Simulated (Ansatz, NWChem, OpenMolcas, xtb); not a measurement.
## A ladder of methods for GeF2 (SMILES [F][Ge][F])

The species is GeF2 (3 atoms), meant as a singlet with charge 0. SMILES: `[F][Ge][F]`. The coordinates come from a PBE0-D4/def2-TZVP relaxation.

```xyz
3

F    -0.6759   -1.1018   -0.4975
Ge    0.6375   -0.2952    0.3202
F     0.0276    1.3321    0.1641
```

Quantity: the vertical energy of the triplet above the singlet, in eV. The values are calculated.

```csv
level,kind,program,value (eV),less CCSD(T)/def2-TZVPP,CPU time (all runs)
GFN1-xTB,semi-empirical,xtb,3.75,+0.11,under 2 s
SVWN5/def2-TZVPP,LDA,Ansatz,3.89,+0.25,5.6 s
PBE/def2-TZVPP,GGA,Ansatz,3.67,+0.03,8.7 s
r2SCAN/def2-TZVPP,meta-GGA,OpenMolcas,3.48,-0.16,95 s
PBE0/def2-TZVPP,global hybrid,NWChem,3.58,-0.06,54 s
wB97M-V/def2-TZVPP,range-separated hybrid,Ansatz,3.84,+0.20,59 s
RPA@PBE0/def2-TZVPP,RPA,Ansatz,3.54,-0.10,26 s
MP2/def2-TZVPP,perturbation theory,NWChem,3.58,-0.06,2.1 min
BCCD(T)/def2-TZVPP,coupled cluster or CI,Ansatz,3.64,0.00,83 s
CCSD(T)/def2-TZVPP,coupled cluster or CI,Ansatz,3.64,0.00,66 s
```

Differences are taken from CCSD(T)/def2-TZVPP for orientation; it has basis-set and higher-order errors of its own. All-electron rows without a relativistic Hamiltonian named are non-relativistic. The values span 3.48 to 3.89 eV. The xTB rows lack spin polarisation, so open shells miss the exchange term that lowers them. In the correlated wave-function rows the outer d shell of Ge is correlated, in sets not made for it. CPU times are rough (shared hosts, several kinds of processor): they show what a rung costs within a factor of a few.

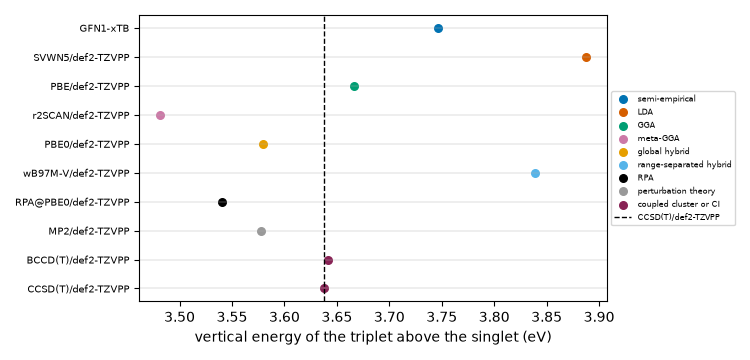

The values of the table, level by level.
